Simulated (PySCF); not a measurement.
```xyz
15

C     2.6599   -0.5598    0.3976
C     1.1932   -0.8027    0.2264
O     0.6250   -1.7824    0.6466
Si    0.1566    0.5404   -0.6881
P    -1.6357   -0.4787   -1.6187
Si   -2.6439    0.2812    0.2655
P    -0.9726    1.6845    0.9166
H     3.1176   -0.4670   -0.5850
H     3.1307   -1.3680    0.9532
H     2.7997    0.3846    0.9196
H     0.9625    1.3638   -1.5947
H    -1.3354   -1.7373   -1.1382
H    -2.8374   -0.7270    1.3036
H    -3.8788    0.9947   -0.0577
H    -1.3457    2.6817    0.0314
```

Geometry: GFN2-xTB.

All numbers below come from PBE0/pcSseg-1, SCF density, gas phase, non-relativistic in PySCF.

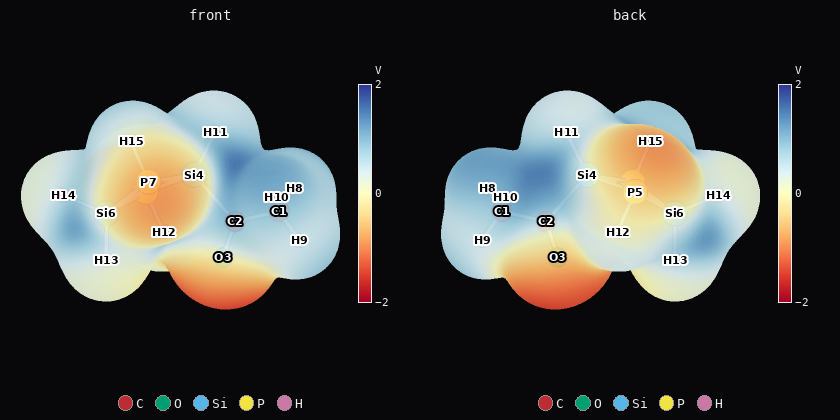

C2H8OP2Si2. The electrostatic potential painted on the density surface at 0.002 e/bohr³, seen from the front and from behind; red is negative and blue positive.

> Describe the electrostatic potential map.

The most negative region (about −1.4 V, or −32 kcal/mol for a unit charge) lies over O3, the most positive (about +1.5 V, or +35 kcal/mol for a unit charge) over C2 and Si4. O3 is the likeliest acceptor of a hydrogen bond.
